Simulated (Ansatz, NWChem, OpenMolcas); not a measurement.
How basis sets differ on C2H8N2 (1,1-dimethylhydrazine)

The species is C2H8N2 (12 atoms), meant as a singlet with charge 0. As SMILES, `CN(C)N`. Geometry: relaxed at PBE0-D4/def2-TZVP. This is a higher conformer, about 14 kJ/mol above the lowest found by a separate search.

Quantity: the HOMO–LUMO gap, in eV. The values are calculated.

| level | kind | program | value (eV) |
| --- | --- | --- | --- |
| HF/ANO-RCC-MB (DKH2) | Hartree–Fock | OpenMolcas | 21.81 |
| HF/ANO-S-MB | Hartree–Fock | OpenMolcas | 21.19 |
| HF/STO-3G | Hartree–Fock | Ansatz | 22.60 |
| HF/3-21G | Hartree–Fock | OpenMolcas | 15.65 |
| HF/6-31G* (spherical functions) | Hartree–Fock | Ansatz | 14.99 |
| HF/cc-pVTZ | Hartree–Fock | NWChem | 12.90 |

The values span 12.90 to 22.60 eV. A Hartree–Fock LUMO above zero doesn't converge with the basis: it sinks as sets grow more diffuse. Orbital gaps aren't excitation energies.

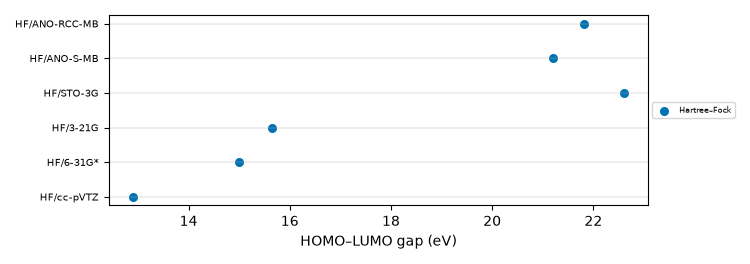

The values of the table, level by level.
